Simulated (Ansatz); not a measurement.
# A hypothetical structure for BaTl

Starting from a made-up structure for BaTl, the aim is the relaxed cell, its shortest contacts and, where a second run follows, its electronic structure.

Method: DFT, r2SCAN, plane-wave PAW, files of the set soft_1, scalar-relativistic, no spin, cell and ions relaxed at zero pressure; PAW set soft_1, in Ansatz 0.2.0.

**1. The starting structure**

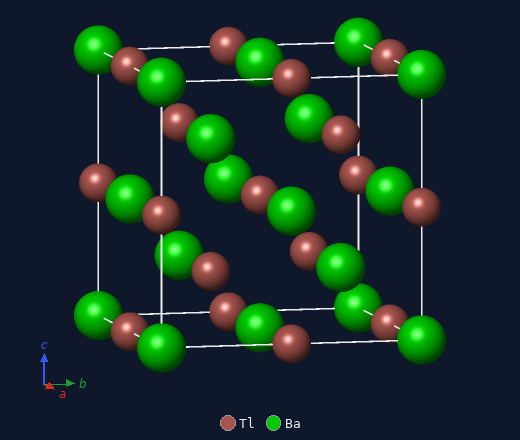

Start, viewed slightly off an axis; thallium brown, barium green. This picture shows the conventional cell, with its axes. Some periodic images of atoms are drawn too.

As a file:

```cif
data_structure
_symmetry_space_group_name_H-M 'P 1'
_symmetry_Int_Tables_number 1
_cell_length_a 5.9666
_cell_length_b 5.9666
_cell_length_c 5.9666
_cell_angle_alpha 60.000
_cell_angle_beta 60.000
_cell_angle_gamma 60.000
_cell_volume 150.20
loop_
_atom_site_label
_atom_site_type_symbol
_atom_site_fract_x
_atom_site_fract_y
_atom_site_fract_z
_atom_site_occupancy
Tl1 Tl 0.25000 0.25000 0.25000 1
Tl2 Tl 0.00000 0.00000 0.00000 1
Ba3 Ba 0.75000 0.75000 0.75000 1
Ba4 Ba 0.50000 0.50000 0.50000 1
```

**2. Relaxation of the guess**

The guess takes its coordinates from another compound and its volume from a rule, so the cell and any free coordinates are relaxed together.

The input, input.yaml:

```yaml
crystal:
  lattice:
    - [0.0, 4.219, 4.219]
    - [4.219, 0.0, 4.219]
    - [4.219, 4.219, 0.0]
  atoms:
    - { symbol: Tl, position: [0.25, 0.25, 0.25] }
    - { symbol: Tl, position: [0.0, 0.0, 0.0] }
    - { symbol: Ba, position: [0.75, 0.75, 0.75] }
    - { symbol: Ba, position: [0.5, 0.5, 0.5] }
kpoints:
  mp_grid: { grid: [6, 6, 6] }
scf:
  occupations: { method: fermi_dirac, width: 0.05 }
hamiltonian:
  xc: r2scan
  pseudopotentials: { kind: paw, azcp: { folder: soft_1 } }
relax:
  f_tol: 0.015
  max_steps: 70
  cell: {}
output:
  forces: true
  stress: true
```

Command:

```
> ansatz run input.yaml --threads 4 --pin off --max-ram 8192MiB --backend cpu --events-out ev --progress --plain --runs-dir out
```

Numbers of over 12 decimals in the logs are rounded to 6 here.

The program printed:

```text
Engine: ansatz 0.2.0, x86_64-unknown-linux-gnu
Pseudopotentials: kind: paw
Pseudopotential: Tl, paw, valence charge 13, recommended cutoff 500 eV (meta_gga), soft_1/Tl.paw.azcp
Pseudopotential: Ba, paw, valence charge 10, recommended cutoff 500 eV (meta_gga), soft_1/Ba.paw.azcp
Functional definition: r2SCAN
  parameter k0 = 0.174
  parameter k1 = 0.065
  parameter a1 = 4.9479
  exchange = r2scan_x(k0 = k0, k1 = k1, a1 = a1)
  correlation = r2scan_c
Crystal: 4 atoms, lattice volume = 150.196 Å³
Basis set: ecut = 500 eV, 3839 PW (Γ), exchange–correlation on 180×180×180 points (64 copies of the dense FFT grid, shifted against one another)
Bands: 28, of which v1, the nominal top of the filled ones, is band 23 counted from 1 (22 counted from 0)
Symmetry: 48 space group operations
Space group: Fd-3m (ITA 227), of the structure as read, at distance tolerance 5.3e-5 Å
k-points: 16 of 216
Non-local potential: Tl, projectors of the file, l = 0: 2, l = 1: 2, l = 2: 2, l = 3: 1
Non-local potential: Ba, projectors of the file, l = 0: 3, l = 1: 2, l = 2: 2, l = 3: 2
PAW form: soft (Blöchl's): semilocal exchange-correlation on the pseudo side does not see the compensation charge
PAW frozen core: Tl, regenerated for the run's functional (the file was generated under x = pbe(κ = 0.804, μ = 0.219515), c = pbe(β = 0.066725))
PAW frozen core: Ba, regenerated for the run's functional (the file was generated under x = pbe(κ = 0.804, μ = 0.219515), c = pbe(β = 0.066725))
PAW one-centre angular grid: Tl, 590 points (default); XC on 160 Gauss nodes
PAW one-centre angular grid: Ba, 302 points (default); XC on 160 Gauss nodes
Initial density: superposition of atomic densities (chi_scale 0.1, normalization cell, long waves kept (reshape's long-wave potential 0.00 eV rms))
Initial wavefunctions: pseudopotential atomic-orbital guess
Functional: x = r2scan, c = r2scan; τ floored in thin density (d = 2e-4 eV/Å³)
SCF iter   1: F=—  HF=-34851.791356 eV  |F-HF|=—  |Δ(HF+E_count)|=         —  Δρ=2.71e-2  dr2=2.92e0  dr2_τ=1.19e-2  ethr=3.10e-3  ⟨swp⟩=9.2  Hψ=2324  notcnv=0
preconditioner: auto → Kerker (q_TF=auto, 2.240 Å⁻¹)  [metal: Δε(μ)=0.079 eV  Ē_g=10.806 eV  σ=0.050 eV  W_gap=0.37  n_scr=26 (ndim 8)  ℏωp=19.6 eV  f_vac=0.000  D(μ)=3.74/eV (n_scr^D=26)]
SCF iter   2: F=—  HF=-34851.262082 eV  |F-HF|=—  |Δ(HF+E_count)|=   5.29e-1  Δρ=1.36e-2  dr2=7.42e-1  dr2_τ=6.98e-3  ethr=3.10e-3  ⟨swp⟩=12.4  Hψ=4112  notcnv=0  defer=2
automatic band count: the SCF goes on with 33 bands, as 28 were too few: the levels above may hold too much charge
SCF iter   3: F=—  HF=-34851.113534 eV  |F-HF|=—  |Δ(HF+E_count)|=   1.49e-1  Δρ=3.74e-3  dr2=4.21e-2  dr2_τ=5.36e-4  ethr=1.61e-3  ⟨swp⟩=4.0  Hψ=1114  notcnv=0  defer=21
SCF iter   4: F=—  HF=-34851.111766 eV  |F-HF|=—  |Δ(HF+E_count)|=   1.77e-3  Δρ=6.24e-4  dr2=5.63e-4  dr2_τ=1.76e-5  ethr=9.15e-5  ⟨swp⟩=4.0  Hψ=948  notcnv=0  defer=21
SCF iter   5: F=—  HF=-34851.112464 eV  |F-HF|=—  |Δ(HF+E_count)|=   6.97e-4  Δρ=1.68e-4  dr2=7.91e-5  dr2_τ=5.79e-7  ethr=1.22e-6  ⟨swp⟩=2.0  Hψ=747  notcnv=0  defer=21
SCF iter   6: F=—  HF=-34851.112571 eV  |F-HF|=—  |Δ(HF+E_count)|=   1.07e-4  Δρ=4.60e-5  dr2=5.66e-6  dr2_τ=3.08e-7  ethr=1.72e-7  ⟨swp⟩=2.1  Hψ=863  notcnv=0  defer=21
SCF iter   7: F=—  HF=-34851.112574 eV  |F-HF|=—  |Δ(HF+E_count)|=   3.28e-6  Δρ=1.32e-5  dr2=3.30e-7  dr2_τ=8.88e-9  ethr=1.23e-8  ⟨swp⟩=2.0  Hψ=859  notcnv=0  defer=21
SCF iter   8: F=-34851.112574 eV  HF=-34851.112574 eV  |F-HF|=6.90e-9  |Δ(HF+E_count)|=   1.71e-7  Δρ=2.74e-6  dr2=1.71e-8  dr2_τ=2.63e-10  ethr=2.17e-10  ⟨swp⟩=4.9  Hψ=1757  notcnv=0
SCF 1 converged in 8 iterations: F = -34851.112574 eV  dr2 = 1.71e-8
  greatest PAW one-centre occupation: 0.957 electrons in one spin orbital (limit 2), on the Tl atom at site 1 (counted from 0), in its partial waves of l = 2
relax step   1: F+E_penalty+E_count = -34851.11257447 eV  Δ(F+E_penalty+E_count) = +0.000e0 eV  max|allowed force component| = 5.840e-17 eV/Å  Δτ_max = 0.0000 Å  P = -0.302 GPa  Ω = 150.196 Å³  (8 SCF iters, dr2 threshold 1.00e-7 eV, accepted)
Crystal: 4 atoms, lattice volume = 148.927 Å³
Basis set: ecut = 500 eV, 3767 PW (Γ), exchange–correlation on 180×180×180 points (64 copies of the dense FFT grid, shifted against one another)
Bands: 33, of which v1, the nominal top of the filled ones, is band 23 counted from 1 (22 counted from 0)
Initial density: handed on by an earlier stage of this run
Initial wavefunctions: those handed on with the density
iter 1 solved again at ethr=6.52e-7 eV; its pass at ethr=3.10e-3 eV (dr2=3.00e-4 eV) is discarded
SCF iter   1: F=—  HF=-34851.110203 eV  |F-HF|=—  |Δ(HF+E_count)|=         —  Δρ=3.29e-4  dr2=3.45e-4  dr2_τ=7.15e-4  ethr=6.52e-7  ⟨swp⟩=2.4  Hψ=2883  notcnv=0
preconditioner: auto → Kerker (q_TF=auto, 2.243 Å⁻¹)  [metal: Δε(μ)=0.070 eV  Ē_g=13.017 eV  σ=0.050 eV  W_gap=0.33  n_scr=26 (ndim 8)  ℏωp=19.7 eV  f_vac=0.000  D(μ)=3.80/eV (n_scr^D=26)]
SCF iter   2: F=—  HF=-34851.114279 eV  |F-HF|=—  |Δ(HF+E_count)|=   4.08e-3  Δρ=2.03e-4  dr2=2.16e-4  dr2_τ=1.08e-6  ethr=6.52e-7  ⟨swp⟩=2.0  Hψ=905  notcnv=0
SCF iter   3: F=—  HF=-34851.114264 eV  |F-HF|=—  |Δ(HF+E_count)|=   1.56e-5  Δρ=4.97e-5  dr2=1.12e-5  dr2_τ=9.63e-7  ethr=4.70e-7  ⟨swp⟩=2.1  Hψ=623  notcnv=0
SCF iter   4: F=—  HF=-34851.114269 eV  |F-HF|=—  |Δ(HF+E_count)|=   5.44e-6  Δρ=1.39e-5  dr2=3.81e-7  dr2_τ=2.35e-8  ethr=2.43e-8  ⟨swp⟩=2.2  Hψ=843  notcnv=0
SCF iter   5: F=-34851.114269 eV  HF=-34851.114269 eV  |F-HF|=1.35e-8  |Δ(HF+E_count)|=   2.19e-7  Δρ=5.12e-6  dr2=4.28e-8  dr2_τ=1.61e-9  ethr=4.97e-10  ⟨swp⟩=4.5  Hψ=1735  notcnv=0
SCF 2 converged in 5 iterations: F = -34851.114269 eV  dr2 = 4.28e-8
relax step   2: F+E_penalty+E_count = -34851.11426921 eV  Δ(F+E_penalty+E_count) = -1.695e-3 eV  max|allowed force component| = 9.657e-17 eV/Å  Δτ_max = 0.0000 Å  P = -0.113 GPa  Ω = 148.927 Å³  energy of the carried Pulay correction = +4.268e-5 eV  (5 SCF iters, dr2 threshold 2.29e-7 eV, accepted)
Crystal: 4 atoms, lattice volume = 148.178 Å³
Basis set: ecut = 500 eV, 3719 PW (Γ), exchange–correlation on 180×180×180 points (64 copies of the dense FFT grid, shifted against one another)
iter 1 solved again at ethr=2.32e-7 eV; its pass at ethr=3.10e-3 eV (dr2=1.07e-4 eV) is discarded
SCF iter   1: F=—  HF=-34851.113094 eV  |F-HF|=—  |Δ(HF+E_count)|=         —  Δρ=1.99e-4  dr2=1.24e-4  dr2_τ=2.53e-4  ethr=2.32e-7  ⟨swp⟩=2.1  Hψ=2845  notcnv=0
preconditioner: auto → Kerker (q_TF=auto, 2.245 Å⁻¹)  [metal: Δε(μ)=0.069 eV  Ē_g=13.031 eV  σ=0.050 eV  W_gap=0.33  n_scr=26 (ndim 8)  ℏωp=19.8 eV  f_vac=0.000  D(μ)=3.81/eV (n_scr^D=26)]
SCF iter   2: F=—  HF=-34851.114530 eV  |F-HF|=—  |Δ(HF+E_count)|=   1.44e-3  Δρ=1.22e-4  dr2=7.79e-5  dr2_τ=3.83e-7  ethr=2.32e-7  ⟨swp⟩=2.0  Hψ=905  notcnv=0
SCF iter   3: F=—  HF=-34851.114506 eV  |F-HF|=—  |Δ(HF+E_count)|=   2.38e-5  Δρ=3.17e-5  dr2=4.64e-6  dr2_τ=3.44e-7  ethr=1.69e-7  ⟨swp⟩=2.1  Hψ=619  notcnv=0
SCF iter   4: F=—  HF=-34851.114554 eV  |F-HF|=—  |Δ(HF+E_count)|=   4.75e-5  Δρ=8.40e-6  dr2=1.36e-7  dr2_τ=8.28e-9  ethr=1.01e-8  ⟨swp⟩=2.9  Hψ=965  notcnv=0
SCF iter   5: F=-34851.114554 eV  HF=-34851.114554 eV  |F-HF|=6.66e-9  |Δ(HF+E_count)|=   8.23e-8  Δρ=2.99e-6  dr2=1.34e-8  dr2_τ=5.52e-10  ethr=6.97e-11  ⟨swp⟩=4.8  Hψ=1758  notcnv=0
SCF 3 converged in 5 iterations: F = -34851.114554 eV  dr2 = 1.34e-8
relax step   3: F+E_penalty+E_count = -34851.11455405 eV  Δ(F+E_penalty+E_count) = -2.848e-4 eV  max|allowed force component| = 1.480e-16 eV/Å  Δτ_max = 0.0000 Å  P = +0.003 GPa  Ω = 148.178 Å³  energy of the carried Pulay correction = +6.805e-5 eV  (5 SCF iters, dr2 threshold 3.21e-8 eV, accepted)
Initial wavefunctions: pseudopotential atomic-orbital guess (no wavefunctions were taken with the density)
iter 1 solved again at ethr=7.99e-7 eV; its pass at ethr=3.10e-3 eV (dr2=3.67e-4 eV) is discarded
SCF iter   1: F=—  HF=-34851.114431 eV  |F-HF|=—  |Δ(HF+E_count)|=         —  Δρ=5.31e-6  dr2=1.56e-8  dr2_τ=2.05e-8  ethr=7.99e-7  ⟨swp⟩=2.9  Hψ=4430  notcnv=0
eigensolver tolerance schedule: the retry pair's looser diagonalisation over-reported the residual by 23550.65 of it (diagonalisation noise at an unbounded share of the residual, at the tolerance the schedule requests for it); recorded, not acted on — ethr = c·dr2/N_el stays at c = 1.0e-1
preconditioner: auto → Kerker (q_TF=auto, 2.245 Å⁻¹)  [metal: Δε(μ)=0.070 eV  Ē_g=13.035 eV  σ=0.050 eV  W_gap=0.33  n_scr=26 (ndim 8)  ℏωp=19.8 eV  f_vac=0.000  D(μ)=3.81/eV (n_scr^D=26)]
SCF iter   2: F=—  HF=-34851.114490 eV  |F-HF|=—  |Δ(HF+E_count)|=   5.90e-5  Δρ=3.18e-6  dr2=5.73e-9  dr2_τ=2.52e-9  ethr=3.39e-11  ⟨swp⟩=3.1  Hψ=1273  notcnv=0
SCF iter   3: F=—  HF=-34851.114490 eV  |F-HF|=—  |Δ(HF+E_count)|=   2.28e-8  Δρ=7.29e-7  dr2=1.06e-9  dr2_τ=8.24e-11  ethr=1.25e-11  ⟨swp⟩=2.0  Hψ=925  notcnv=0
SCF iter   4: F=—  HF=-34851.114490 eV  |F-HF|=—  |Δ(HF+E_count)|=  7.20e-10  Δρ=3.82e-7  dr2=5.16e-10  dr2_τ=6.25e-12  ethr=2.30e-12  ⟨swp⟩=3.0  Hψ=873  notcnv=0
SCF iter   5: F=—  HF=-34851.114490 eV  |F-HF|=—  |Δ(HF+E_count)|=  1.89e-10  Δρ=2.23e-7  dr2=9.72e-11  dr2_τ=8.21e-12  ethr=1.12e-12  ⟨swp⟩=3.0  Hψ=949  notcnv=0
SCF iter   6: F=-34851.114490 eV  HF=-34851.114490 eV  |F-HF|=0.00e0  |Δ(HF+E_count)|=  1.46e-11  Δρ=1.47e-7  dr2=1.66e-11  dr2_τ=3.25e-12  ethr=1.00e-12  ⟨swp⟩=4.3  Hψ=1732  notcnv=0
SCF 4 converged in 6 iterations: F = -34851.114490 eV  dr2 = 1.66e-11
relax step   4: F+E_penalty+E_count = -34851.11448964 eV  Δ(F+E_penalty+E_count) = +6.441e-5 eV  max|allowed force component| = 1.353e-16 eV/Å  Δτ_max = 0.0000 Å  P = +0.002 GPa  Ω = 148.178 Å³  stress off target by 2.30e-3 GPa  SCF on the basis re-selected at this cell (its energy is not comparable with the rows above)  (6 SCF iters)
basis re-selected at this cell: Δ(F+E_penalty+E_count) = +6.441e-5 eV, ΔP = -0.000 GPa vs the last step (what re-selecting the basis moved, of the pressure what is left beyond the Pulay correction that the steps carried, after the strain that the cell walked since its last selection, with what the two solves' SCF thresholds leave and, on support functions, any second-order correction that the steps lacked; it is no m [...]
SCF converged after 6 iterations
Free energy (F): -34851.114490 eV
Harris-Foulkes:  -34851.114490 eV  (|F-HF|=0.00e0)
Internal energy: -34851.082778 eV  (E = F + TS)
E sigma→0 (E₀):  -34851.098634 eV
Entropy (-TS):   -0.031712 eV (-7.928 meV/atom)
Fermi energy:    9.868262 eV
--- Per-component energies (eV) ---
  E_band       = -124.481951
  E_kinetic    = 850.745081
  E_local      = -2509.234982  (includes V_loc(G=0)·N_el)
  E_nonlocal   = 814.501447
  E_hartree    = 905.923805
  E_xc         = -712.656979
  E_vxc        = -544.929367  (∫ρ·V_xc dr)
  E_paw        = -30875.452493  (= ΣΔE_a)
  E_vpaw       = -581.014414  (= ΣTr[D̂ρ^β])
  E_aug_tail   = -0.000036  (compensation charges beyond the density's cutoff)
  E_vtau       = 33.602562  (kinetic-family band-sum trace: ∫τ·v_τ [+ j·A + Jᵃ·Aᵃ] dr)
  E_ewald      = -3327.128567
  E_core_change = 2.219945  (= ΣΔE_core)
  E_smearing   = -0.031712  (= −TS)
  E_closure    = 0.000000  (closes the sum)
  Σ components = -34851.114490   (vs F -34851.114490, Δ=0.00e0)
--- Forces (eV/Å), atoms counted from 1 ---
  atom   1  Tl     0.00000000     0.00000000     0.00000000
  atom   2  Tl    -0.00000000    -0.00000000    -0.00000000
  atom   3  Ba     0.00000000     0.00000000    -0.00000000
  atom   4  Ba    -0.00000000    -0.00000000    -0.00000000
  max |Σ_I F_I| component: 6.94e-17 eV/Å
--- Stress (GPa, compression-positive) ---
        0.002295      -0.000000      -0.000000
       -0.000000       0.002295      -0.000000
       -0.000000      -0.000000       0.002295
  P = ⅓ Tr σ = 0.0023 GPa (0.023 kbar)
--- Relaxed structure (3 steps of the walk, 3 accepted, 1 SCFs on fresh bases) ---
  F+E_penalty+E_count = -34851.11448964 eV   max|allowed force component| = 1.353e-16 eV/Å   (the final SCF, on the basis selected at the relaxed cell)
  cell:  # Å, volume = 148.1782 Å³
    - [0, 4.200021, 4.200021]
    - [4.200021, 0, 4.200021]
    - [4.200021, 4.200021, 0]
  atoms:
    - { symbol: Tl, position: [0.25, 0.25, 0.25] }
    - { symbol: Tl, position: [0, 0, 0] }
    - { symbol: Ba, position: [0.75, 0.75, 0.75] }
    - { symbol: Ba, position: [0.5, 0.5, 0.5] }
```

Run time: 7.1 s. Hardware: 4 threads of Intel Xeon Platinum 8559C (Emerald Rapids), shared host; peak memory 0.92 GiB.

Relaxation path:

| step | energy less that of the first step (eV) | largest force component (eV/Å) | pressure (GPa) | volume (Å³) |
| --- | --- | --- | --- | --- |
| 1 | 0.0000 | 0.0000 | -0.30 | 150.20 |
| 2 | -0.0017 | 0.0000 | -0.11 | 148.93 |
| 3 | -0.0020 | 0.0000 | 0.00 | 148.18 |
| 4* | -0.0019 | 0.0000 | 0.00 | 148.18 |

Relaxation steps marked * repeat the geometry before them on a plane-wave basis chosen anew for their cell, so energy and pressure can jump there.

Forces are held to the 48 operations that the run works with; a distortion that breaks them can't arise in this run.

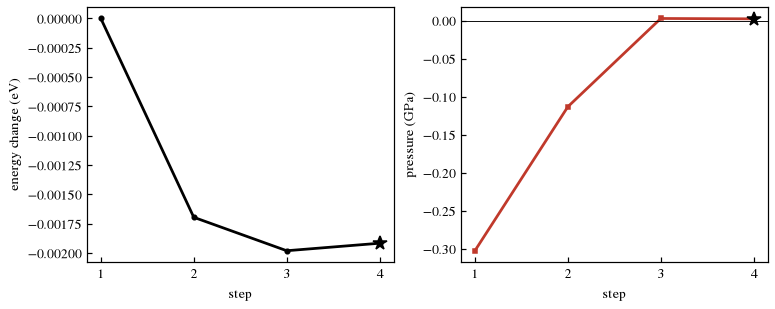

Energy and pressure along the relaxation. Stars mark steps on a basis chosen anew.

| conventional cell, symmetrised | before | after | change |
| --- | --- | --- | --- |
| a (Å) | 8.438 | 8.400 | -0.4 % |
| b (Å) | 8.438 | 8.400 | -0.4 % |
| c (Å) | 8.438 | 8.400 | -0.4 % |
| volume (Å³/atom) | 37.55 | 37.04 | -1.3 % |

The relaxed structure:

```xyz
4
Lattice="0.0000 4.2000 4.2000 4.2000 0.0000 4.2000 4.2000 4.2000 0.0000" Properties=species:S:1:pos:R:3 pbc="T T T"
Tl    2.1000    2.1000    2.1000
Tl    0.0000    0.0000    0.0000
Ba    6.3000    6.3000    6.3000
Ba    4.2000    4.2000    4.2000
```

Numbers from this step:

| Quantity | Value |
| --- | --- |
| free energy | -34851.1145 eV |
| energy at zero smearing | -34851.0986 eV |
| smearing term TS | 0.03171 eV |
| Fermi energy | 9.868 eV |
| electrons | 46 |
| symmetry operations | 48 |
| pressure | 0.002295 GPa |

The shortest distance of each pair, which need not be the same contact before and after:

| pair | guess (Å) | relaxed (Å) |
| --- | --- | --- |
| Ba–Ba | 3.654 | 3.637 |
| Tl–Tl | 3.654 | 3.637 |
| Ba–Tl | 3.654 | 3.637 |

The relaxation ends with a pressure of 0.00 GPa.

**3. Results**

- space group, relaxed: Fd-3m
- conventional cell: a = 8.400, b = 8.400, c = 8.400 Å; α = 90.0°, β = 90.0°, γ = 90.0°
- volume per atom: 37.04 Å³ (guess 37.55)

In words: BaTl relaxes to Fd-3m with a = 8.400, b = 8.400 and c = 8.400 Å. The guessed volume was near the relaxed one. The space group Fd-3m was held in the relaxation, so the end point is a stationary structure within it and may be a saddle against distortions or other arrangements. Mesh and cutoff weren't tested. Spin-orbit coupling is left out, which can matter for elements this heavy. No dispersion term is used, so weakly bound directions may come out too long. Nothing here tests whether the compound is stable against decomposition.

[Logs are printed without paths, hosts, clocks, repeated set-up lines and the standing remarks that a program may print on its own settings, such as how far it seeks lower states.]

[Hosts, paths, dates, database ids (printed as entryN), source tags and the programs' standing remarks are cut or masked in the printed files.]
